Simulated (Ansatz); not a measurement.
**Moving the knobs of a GW run on SrTiO3 (I4/mcm)**

Aim: change settings of a G0W0 run on SrTiO3 (I4/mcm) and see what moves.

Calculated with Ansatz 0.2.0; G0W0 on PBE, plane waves, PAW; PAW set soft_1.

### Step 1. The structure

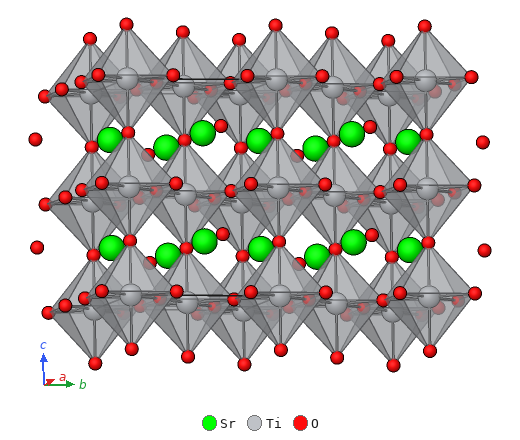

The starting structure, seen slightly off an axis (strontium green, titanium light grey, oxygen red). 1×2×1 cells are drawn. This picture shows the conventional cell, with its axes. Some periodic images of atoms are drawn too.

The cell and positions come from the Crystallography Open Database and are kept as given unless a step says otherwise.

### Step 2. The base run: 4×4×4 mesh, 268 empty bands, screening to 100 eV, PAW set soft_1 files

G0W0 replaces the xc potential by the self-energy, built once from these orbitals. Only a window of levels is corrected, while the sums run over the empty bands that the input names. This step takes PAW set soft_1 files.

Contents of input.yaml:

```yaml
crystal:
  lattice:
    - [-2.7555, 2.7555, 3.898]
    - [2.7555, -2.7555, 3.898]
    - [2.7555, 2.7555, -3.898]
  atoms:
    - { symbol: Sr, position: [0.75, 0.25, 0.5] }
    - { symbol: Sr, position: [0.25, 0.75, 0.5] }
    - { symbol: Ti, position: [0.0, 0.0, 0.0] }
    - { symbol: Ti, position: [0.5, 0.5, 0.0] }
    - { symbol: O, position: [0.25, 0.25, 0.0] }
    - { symbol: O, position: [0.75, 0.75, 0.0] }
    - { symbol: O, position: [0.7451, 0.2451, 0.9902] }
    - { symbol: O, position: [0.2451, 0.2549, 0.5] }
    - { symbol: O, position: [0.2549, 0.7549, 0.0098] }
    - { symbol: O, position: [0.7549, 0.7451, 0.5] }
kpoints:
  mp_grid: { grid: [4, 4, 4] }
hamiltonian:
  xc: pbe
  pseudopotentials: { kind: paw, azcp: { folder: soft_1 } }
scf:
  occupations: { method: fixed }
gw:
  n_empty_bands: 268
  ecut_chi: 100
  qp_bands: [v3, c3]
  qp_kpoints: band_edges
  screening: { model: contour_deformation }
```

On the command line:

```bash
$ ansatz run input.yaml --threads 2 --pin off --max-ram 73728MiB --backend cuda --events-out ev --progress --plain --runs-dir out --devices 1 --max-vram 13GiB
```

Numbers of over 12 decimals in the logs are rounded to 6 here.

The log of the run:

```text
GPUs: using 1 of 1 available (devices: 1).
Engine: ansatz 0.2.0, x86_64-unknown-linux-gnu
Pseudopotentials: kind: paw
Pseudopotential: Sr, paw, valence charge 10, recommended cutoff 420 eV (normal), soft_1/Sr.paw.azcp
Pseudopotential: Ti, paw, valence charge 12, recommended cutoff 420 eV (normal), soft_1/Ti.paw.azcp
Pseudopotential: O, paw, valence charge 6, recommended cutoff 420 eV (normal), soft_1/O.paw.azcp
Functional definition: PBE
  parameter kappa = 0.804
  parameter beta = 0.066725
  exchange = pbe_x(kappa = kappa, mu = beta*pi^2/3)
  correlation = pbe_c(beta = beta)
device memory: the entry about to start is reckoned to put 1.9 GiB on a device that reports 64.6 GiB free (of which the cap on the GPU budget leaves the run 13.0 GiB)
GPU FFT provider: cuFFT
GPU libraries: cuBLAS 13.8.2, cuFFT 12.4.0, cuSOLVER 12.3.4
Crystal: 10 atoms, lattice volume = 118.387 Å³
Basis set: ecut = 420 eV, 2277 PW (Γ)
Bands: 50, of which v1, the nominal top of the filled ones, is band 40 counted from 1 (39 counted from 0)
Symmetry: 16 space group operations
Space group: I4/mcm (ITA 140), of the structure as read, at distance tolerance 4.9e-5 Å
k-points: 13 of 64
Non-local potential: Sr, projectors of the file, l = 0: 3, l = 1: 2, l = 2: 2
Non-local potential: Ti, projectors of the file, l = 0: 3, l = 1: 2, l = 2: 3, l = 3: 1
Non-local potential: O, projectors of the file, l = 0: 2, l = 1: 2, l = 2: 1
PAW form: soft (Blöchl's): semilocal exchange-correlation on the pseudo side does not see the compensation charge
PAW one-centre angular grid: Sr, 110 points (default); XC on 64 Gauss nodes
PAW one-centre angular grid: Ti, 590 points (default); XC on 64 Gauss nodes
PAW one-centre angular grid: O, 110 points (default); XC on 64 Gauss nodes
Initial density: superposition of atomic densities (chi_scale 0.1, normalization cell, long waves kept (reshape's long-wave potential 0.00 eV rms))
Initial wavefunctions: pseudopotential atomic-orbital guess
GPU buffer pool allocated for 64000 grid points (all kernels)
GPU transforms: local potential and band sums: pruned to the plane-wave sphere, on 40×40×40
Functional: x = pbe(κ = 0.804, μ = 0.219515), c = pbe(β = 0.066725)
SCF iter   1: F=—  HF=-15509.246466 eV  |F-HF|=—  |Δ(HF+E_count)|=         —  Δρ=4.98e-2  dr2=2.85e0  ethr=3.10e-3  ⟨swp⟩=4.8  Hψ=2375  notcnv=0  defer=69
preconditioner: auto → Resta (q_TF=auto, 2.556 Å⁻¹)  ε∞=5.2  [insulator: Δε(μ)=2.242 eV  Ē_g=12.882 eV  n_scr=26 (ndim 8)  ℏωp=26.4 eV  f_vac=0.000  ε∞_Penn≈5.2]
SCF iter   2: F=—  HF=-15508.985245 eV  |F-HF|=—  |Δ(HF+E_count)|=   2.61e-1  Δρ=2.76e-2  dr2=7.77e-1  ethr=3.10e-3  ⟨swp⟩=2.7  Hψ=873  notcnv=0  defer=52
[...]
E_xc         = -1021.393177
  E_vxc        = -1162.197201  (∫ρ·V_xc dr)
  E_paw        = -8436.224514  (= ΣΔE_a)
  E_vpaw       = -684.517664  (= ΣTr[D̂ρ^β])
  E_aug_tail   = 0.004540  (compensation charges beyond the density's cutoff)
  E_ewald      = -5794.463639
  E_smearing   = -0.000000  (= −TS)
  E_closure    = 0.000000  (closes the sum)
  Σ components = -15508.973477   (vs F -15508.973477, Δ=0.00e0)
--- Band table (eV; the first three rows and the last of 13) ---
  k-point 0: bands = [... 36 lower, 9.7118, 10.0374, 10.0434, 10.0434, 11.9490, 11.9490, 11.9497, 14.4103, ... 6 higher]
  k-point 1: bands = [... 36 lower, 9.3774, 9.4677, 9.4679, 10.0005, 12.0301, 13.0123, 13.0135, 14.1703, ... 6 higher]
  k-point 2: bands = [... 36 lower, 8.4918, 9.3325, 9.3328, 9.9577, 12.1155, 13.8811, 13.8818, 13.8886, ... 6 higher]
  k-point 12: bands = [... 36 lower, 8.4873, 9.3349, 9.3349, 9.9569, 12.1170, 13.8647, 13.8647, 13.9100, ... 6 higher]
--- G₀W₀: contour deformation, 6 samples at zero and on the imaginary axis and 2 off it, 64 q-points, 268 empty bands' worth ---
  eigenvalues of the whole cell's RPA ε∞ on this k-mesh (on a slab, of 1 + 4πα/V) = 6.1862, 6.1862, 6.1868; static W/v taken at q = 0 is 0.161645
  bands read: the sum over 308 bands ends inside a degenerate multiplet in 1 slot, whose members it reads at an even weight; the widest, k=8: bands 308 to 309 (counted from 1) at 1/2 each
  gw.qp_kpoints: band_edges: 11 of 13 stored k-points solved, in 1 pass; an edge of the gap read off the rows below is read off those points alone
    valence top: of the k-points left out ik 10 came nearest to being solved in a further pass, in band 40 (counted from 1, as in the quasiparticle table): it holds the edge there only if its correction is more favourable than any solved in that band by at least 0.522 eV; those differ by 0.070 eV
    conduction bottom: of the k-points left out ik 10 came nearest to being solved in a further pass, in band 41 (counted from 1, as in the quasiparticle table): it holds the edge there only if its correction is more favourable than any solved in that band by at least 1.021 eV; those differ by 0.077 eV
    ik  band        ε_KS         Σx   Σc(E_QP)       V_xc       Z   E_QP_lin       E_QP  E_QP is
     0    38     10.0374   -26.0717     4.8523   -21.0095  0.7233     9.8267     9.8276  root
     0    39     10.0434   -26.0828     4.8509   -21.0235  0.7233     9.8341     9.8350  root
     0    40     10.0434   -26.0828     4.8509   -21.0235  0.7233     9.8341     9.8350  root
     0    41     11.9490   -12.6561    -6.2950   -20.2897  0.7429    13.3251    13.2876  root
     0    42     11.9490   -12.6561    -6.2950   -20.2897  0.7429    13.3251    13.2876  root
     0    43     11.9497   -12.6515    -6.3002   -20.2911  0.7429    13.3266    13.2891  root
     1    38      9.4677   -26.1181     4.6186   -21.2874  0.7304     9.2547     9.2556  root
     1    39      9.4679   -26.1193     4.6185   -21.2885  0.7304     9.2547     9.2555  root
[...]
12    40      9.9569   -25.9047     4.8459   -20.8381  0.7227     9.7352     9.7362  root
    12    41     12.1170   -12.9738    -6.5329   -20.8948  0.7363    13.5484    13.5052  root
    12    42     13.8647   -14.8392    -6.9334   -23.2043  0.6958    15.3666    15.2965  root
    12    43     13.8647   -14.8392    -6.9334   -23.2043  0.6958    15.3666    15.2965  root
[key lines of the parts left out:]
SCF converged after 10 iterations
Free energy (F): -15508.973477 eV
Fermi energy:    10.043385 eV
```

It took 23 s on 1 × NVIDIA H100 80GB HBM3 (shared by 6 runs) with 2 threads of AMD EPYC 7R13 (Zen 3), shared host; peak memory 1.4 GiB; 22 s of CPU time.

In the SCF lines HF is the Harris–Foulkes energy and dr2 the Hartree energy of the density residual, in eV; the loop may stop once dr2 is under the threshold and the program's other checks hold. Hψ counts applications of the Hamiltonian.

Numbers from this step:

```
bands summed                                 : 308
RPA ε∞ on this mesh (eigenvalues)            : 6.186, 6.186, 6.187
plane waves in the screening matrix          : 283
q-points in the mesh                         : 64
G0W0 gap on the mesh                         : 3.453 eV
k of the valence top                         : 0, 0, 0
k of the conduction bottom                   : 0, 0, 0
starting gap on the mesh                     : 1.906 eV
Z at the valence top                         : 0.7233
Z at the conduction bottom                   : 0.7429
least direct G0W0 gap on the computed points : 3.453 eV
```

The gap on the mesh goes from 1.91 eV to 3.45 eV, a correction of +1.55 eV. Between the two edge states, bare exchange in place of the xc potential would open the gap by 12.69 eV, and correlation takes back 11.15 eV.

### Step 3. Variant: potentials

Other atomic data (norm-conserving) test the pseudisation: the cutoff goes from 420 to 1240 eV, with the same valence electrons.

This step: G0W0 on PBE, plane waves, norm-conserving pseudopotentials.

Edit input.yaml of step 2 so:

```diff
@@ -20,3 +20,3 @@
   xc: pbe
-  pseudopotentials: { kind: paw, azcp: { folder: soft_1 } }
+  pseudopotentials: { kind: nc }
 scf:
```

The log of the run:

```text
GPUs: using 1 of 1 available (devices: 1).
[...]
GPU FFT provider: cuFFT
GPU libraries: cuBLAS 13.8.2, cuFFT 12.4.0, cuSOLVER 12.3.4
Crystal: 10 atoms, lattice volume = 118.387 Å³
Basis set: ecut = 1240 eV, 11791 PW (Γ)
Bands: 50, of which v1, the nominal top of the filled ones, is band 40 counted from 1 (39 counted from 0)
[... 1 set-up line as in the run before ...]
[...]
k-points: 13 of 64
[...]
GPU buffer pool allocated for 262144 grid points (all kernels)
[...]
SCF iter   1: F=—  HF=-7902.473872 eV  |F-HF|=—  |Δ(HF+E_count)|=         —  Δρ=5.02e-2  dr2=2.80e0  ethr=3.10e-3  ⟨swp⟩=5.6  Hψ=2431  notcnv=0  defer=76
[...]
SCF iter  11: F=-7901.759700 eV  HF=-7901.759700 eV  |F-HF|=1.50e-9  |Δ(HF+E_count)|=   1.06e-8  Δρ=1.93e-6  dr2=2.62e-9  ethr=1.25e-10  ⟨swp⟩=18.5  Hψ=3532  notcnv=0
SCF 1 converged in 11 iterations: F = -7901.759700 eV  dr2 = 2.62e-9
[...]
0    38     10.1067   -26.0883     4.8494   -21.0169  0.7234     9.8837     9.8847  root
     0    39     10.1126   -26.0996     4.8478   -21.0312  0.7234     9.8912     9.8921  root
     0    40     10.1126   -26.0996     4.8478   -21.0312  0.7234     9.8912     9.8921  root
     0    41     12.0141   -12.6159    -6.2808   -20.2409  0.7434    13.3961    13.3584  root
     0    42     12.0141   -12.6159    -6.2808   -20.2409  0.7434    13.3961    13.3584  root
     0    43     12.0149   -12.6112    -6.2860   -20.2422  0.7434    13.3977    13.3599  root
     1    38      9.5263   -26.1289     4.6210   -21.2819  0.7304     9.2994     9.3004  root
     1    39      9.5265   -26.1301     4.6208   -21.2831  0.7304     9.2993     9.3002  root
[...]
12    40     10.0265   -25.9169     4.8437   -20.8406  0.7228     9.7928     9.7939  root
    12    41     12.1835   -12.9411    -6.5195   -20.8537  0.7368    13.6200    13.5766  root
    12    42     13.9388   -14.8207    -6.9215   -23.1763  0.6960    15.4433    15.3729  root
    12    43     13.9388   -14.8207    -6.9215   -23.1763  0.6960    15.4433    15.3729  root
[key lines of the parts left out:]
SCF converged after 11 iterations
Free energy (F): -7901.759700 eV
Fermi energy:    10.112608 eV
```

The job ended after 61 s (1 × NVIDIA H100 80GB HBM3 (shared by 6 runs) with 2 threads; peak memory 2.3 GiB).

The G0W0 gap on the mesh is 3.466 eV.

Against the base:

| setting | base | variant |
| --- | --- | --- |
| files | PAW set soft_1 | norm-conserving |

| quantity | variant | base |
| --- | --- | --- |
| starting gap on the mesh | 1.902 | 1.906 |
| G0W0 gap on the mesh | 3.466 | 3.453 |
| least direct G0W0 gap on the computed points | 3.466 | 3.453 |
| Z at the valence top | 0.723 | 0.723 |
| Z at the conduction bottom | 0.743 | 0.743 |

### Step 4. Variant: potentials

This step: G0W0 on PBE, plane waves, PAW.

Edit input.yaml of step 3 so:

```diff
@@ -20,3 +20,3 @@
   xc: pbe
-  pseudopotentials: { kind: nc }
+  pseudopotentials: { kind: paw, source: ansatz }
 scf:
```

The log of the run:

```text
GPUs: using 1 of 1 available (devices: 1).
[...]
GPU FFT provider: cuFFT
GPU libraries: cuBLAS 13.8.2, cuFFT 12.4.0, cuSOLVER 12.3.4
Crystal: 10 atoms, lattice volume = 118.387 Å³
Basis set: ecut = 930 eV, 7631 PW (Γ)
Bands: 50, of which v1, the nominal top of the filled ones, is band 40 counted from 1 (39 counted from 0)
[... 1 set-up line as in the run before ...]
[...]
k-points: 13 of 64
[...]
GPU buffer pool allocated for 262144 grid points (all kernels)
[...]
SCF iter   1: F=—  HF=-15514.151118 eV  |F-HF|=—  |Δ(HF+E_count)|=         —  Δρ=8.98e-2  dr2=1.40e1  ethr=3.10e-3  ⟨swp⟩=5.0  Hψ=2186  notcnv=0  defer=77
[...]
SCF iter  10: F=-15510.198051 eV  HF=-15510.198051 eV  |F-HF|=3.90e-9  |Δ(HF+E_count)|=   7.65e-7  Δρ=7.62e-6  dr2=8.52e-8  ethr=1.25e-10  ⟨swp⟩=10.5  Hψ=3194  notcnv=0
SCF 1 converged in 10 iterations: F = -15510.198051 eV  dr2 = 8.52e-8
[...]
0    38     10.0530   -26.0701     4.8444   -21.0086  0.7232     9.8349     9.8358  root
     0    39     10.0589   -26.0813     4.8427   -21.0228  0.7232     9.8422     9.8431  root
     0    40     10.0589   -26.0813     4.8427   -21.0228  0.7232     9.8422     9.8431  root
     0    41     11.9536   -12.6444    -6.2922   -20.2731  0.7430    13.3275    13.2901  root
     0    42     11.9536   -12.6444    -6.2922   -20.2731  0.7430    13.3275    13.2901  root
     0    43     11.9543   -12.6398    -6.2973   -20.2744  0.7430    13.3292    13.2917  root
     1    38      9.4751   -26.1081     4.6130   -21.2750  0.7303     9.2541     9.2550  root
     1    39      9.4752   -26.1092     4.6130   -21.2761  0.7303     9.2541     9.2551  root
[...]
12    40      9.9731   -25.9031     4.8388   -20.8364  0.7226     9.7442     9.7453  root
    12    41     12.1221   -12.9628    -6.5306   -20.8786  0.7364    13.5503    13.5073  root
    12    42     13.8762   -14.8369    -6.9346   -23.1982  0.6956    15.3727    15.3029  root
    12    43     13.8762   -14.8369    -6.9346   -23.1982  0.6956    15.3727    15.3029  root
[key lines of the parts left out:]
SCF converged after 10 iterations
Free energy (F): -15510.198051 eV
Fermi energy:    10.058875 eV
```

Run time: 44 s. Hardware: 1 × NVIDIA H100 80GB HBM3 (shared by 6 runs) with 2 threads; peak memory 1.9 GiB; 59 s of CPU time.

The G0W0 gap on the mesh is 3.447 eV.

Against the base:

| setting | base | variant |
| --- | --- | --- |
| files | PAW set soft_1 | hard PAW |

| quantity | variant | base |
| --- | --- | --- |
| starting gap on the mesh | 1.895 | 1.906 |
| G0W0 gap on the mesh | 3.447 | 3.453 |
| least direct G0W0 gap on the computed points | 3.447 | 3.453 |
| Z at the valence top | 0.723 | 0.723 |
| Z at the conduction bottom | 0.743 | 0.743 |

### Step 5. Variant: frequency model

A plasmon pole stands in for the full frequency dependence of the screening; this run shows what that costs in accuracy.

This step: G0W0 on PBE, plane waves, PAW; PAW set soft_1.

Edit input.yaml of step 4 so:

```diff
@@ -20,3 +20,3 @@
   xc: pbe
-  pseudopotentials: { kind: paw, source: ansatz }
+  pseudopotentials: { kind: paw, azcp: { folder: soft_1 } }
 scf:
@@ -28,2 +28,2 @@
   qp_kpoints: band_edges
-  screening: { model: contour_deformation }
+  screening: { model: godby_needs }
```

The log of the run:

```text
GPUs: using 1 of 1 available (devices: 1).
[...]
GPU FFT provider: cuFFT
GPU libraries: cuBLAS 13.8.2, cuFFT 12.4.0, cuSOLVER 12.3.4
Crystal: 10 atoms, lattice volume = 118.387 Å³
Basis set: ecut = 420 eV, 2277 PW (Γ)
Bands: 50, of which v1, the nominal top of the filled ones, is band 40 counted from 1 (39 counted from 0)
[... 1 set-up line as in the run before ...]
[...]
k-points: 13 of 64
[...]
GPU buffer pool allocated for 64000 grid points (all kernels)
[...]
SCF iter   1: F=—  HF=-15509.246466 eV  |F-HF|=—  |Δ(HF+E_count)|=         —  Δρ=4.98e-2  dr2=2.85e0  ethr=3.10e-3  ⟨swp⟩=4.8  Hψ=2375  notcnv=0  defer=69
[...]
SCF iter  10: F=-15508.973477 eV  HF=-15508.973477 eV  |F-HF|=9.86e-10  |Δ(HF+E_count)|=   4.44e-8  Δρ=2.51e-6  dr2=5.85e-9  ethr=1.25e-10  ⟨swp⟩=14.2  Hψ=3135  notcnv=0
SCF 1 converged in 10 iterations: F = -15508.973477 eV  dr2 = 5.85e-9
[...]
0    38     10.0374   -26.0717     4.9096   -21.0095  0.7677     9.8847     9.8849  root
     0    39     10.0434   -26.0828     4.9085   -21.0235  0.7676     9.8924     9.8926  root
     0    40     10.0434   -26.0828     4.9085   -21.0235  0.7676     9.8924     9.8926  root
     0    41     11.9490   -12.6561    -6.2251   -20.2897  0.7820    13.3703    13.3575  root
     0    42     11.9490   -12.6561    -6.2251   -20.2897  0.7820    13.3703    13.3575  root
     0    43     11.9497   -12.6515    -6.2303   -20.2911  0.7820    13.3718    13.3589  root
     1    38      9.4677   -26.1181     4.6712   -21.2874  0.7741     9.3080     9.3082  root
     1    39      9.4679   -26.1193     4.6710   -21.2885  0.7742     9.3080     9.3081  root
[...]
12    40      9.9569   -25.9047     4.8972   -20.8381  0.7684     9.7874     9.7876  root
    12    41     12.1170   -12.9738    -6.4473   -20.8948  0.7773    13.6061    13.5908  root
    12    42     13.8647   -14.8392    -6.6928   -23.2043  0.7535    15.5446    15.5370  root
    12    43     13.8647   -14.8392    -6.6928   -23.2043  0.7535    15.5446    15.5370  root
[key lines of the parts left out:]
SCF converged after 10 iterations
Free energy (F): -15508.973477 eV
Fermi energy:    10.043385 eV
```

Wall time 25 s (1 × NVIDIA H100 80GB HBM3 (shared by 6 runs) with 2 threads); peak memory 1.9 GiB; 33 s of CPU time.

The G0W0 gap on the mesh is 3.465 eV.

Against the base:

| setting | base | variant |
| --- | --- | --- |
| frequency model | contour deformation | plasmon pole |

| quantity | variant | base |
| --- | --- | --- |
| starting gap on the mesh | 1.906 | 1.906 |
| G0W0 gap on the mesh | 3.465 | 3.453 |
| least direct G0W0 gap on the computed points | 3.465 | 3.453 |
| Z at the valence top | 0.768 | 0.723 |
| Z at the conduction bottom | 0.782 | 0.743 |

### Step 6. What came out

```json
{
 "base": "3.45 eV, 23 s",
 "potentials": "3.45 eV, 44 s",
 "frequency model": "3.46 eV, 25 s"
}
```

Potentials: the gap moves by +0.01 eV and the time by a factor of 2.7 (the plane-wave cutoff goes from 420 to 1240 eV). Potentials: the gap moves by −0.01 eV (the plane-wave cutoff goes from 420 to 930 eV). Frequency model: the gap moves by +0.01 eV. All runs here use a coarse mesh and modest cutoffs; they test settings and are not final values. The many-body steps are scalar-relativistic: spin-orbit coupling is not in them.

[Paths, hosts, dates, memory and timing lines, banners, echoed tables and standing remarks are left out of the program output.]

[Logs are printed without paths, hosts, clocks, repeated set-up lines and the standing remarks that a program may print on its own settings, such as how far it seeks lower states.]

[Runs of the session that timed out or met a known fault of the program may be left out.]

[Cells called generated may have been cut or substituted from an entry of the Crystallography Open Database or the Materials Project.]

[Hosts, paths, dates, database ids (printed as entryN), source tags and the programs' standing remarks are cut or masked in the printed files.]
